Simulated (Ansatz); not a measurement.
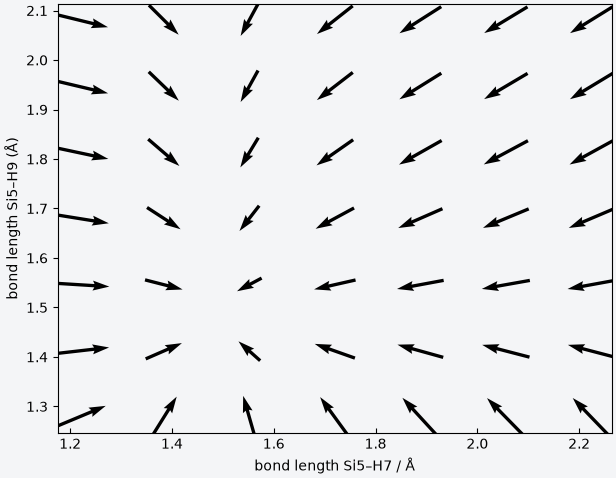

CH4F2OSi, SMILES FC(F)O[SiH3]. The first coordinate is: bond length Si5–H7; the second: bond length Si5–H9. Nothing is relaxed (all other coordinates rigid). The scan uses a 7 × 7 grid. Points are written as (first, second). The reference is spin-restricted, which grows unreliable where a bond is stretched far. Computed with RKS wB97X-V/def2-SVP (Ansatz).

In the figure: arrows along the force (downhill), their lengths compressed.

Question: The arrows alone are given. Where is the energy lowest?

Answer: The arrows converge at about (1.481 Å, 1.486 Å) (read from the interpolated surface).

The energy map of the same scan:

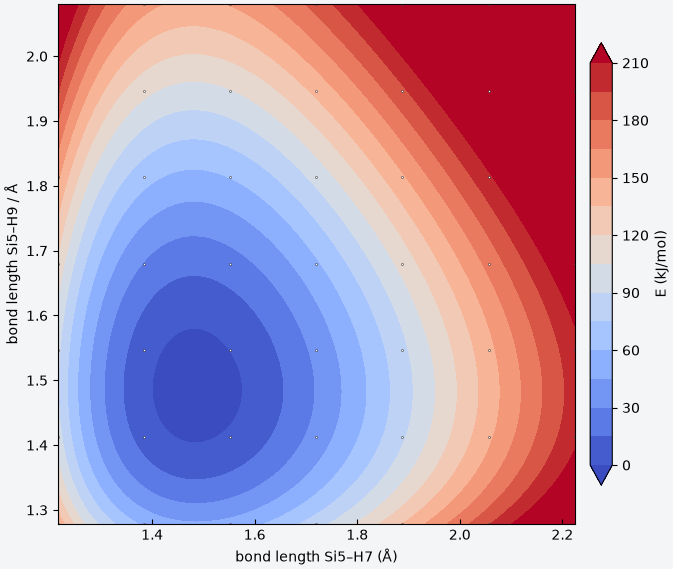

Energies are in kJ/mol, from the lowest grid point; between grid points the surface is interpolated.
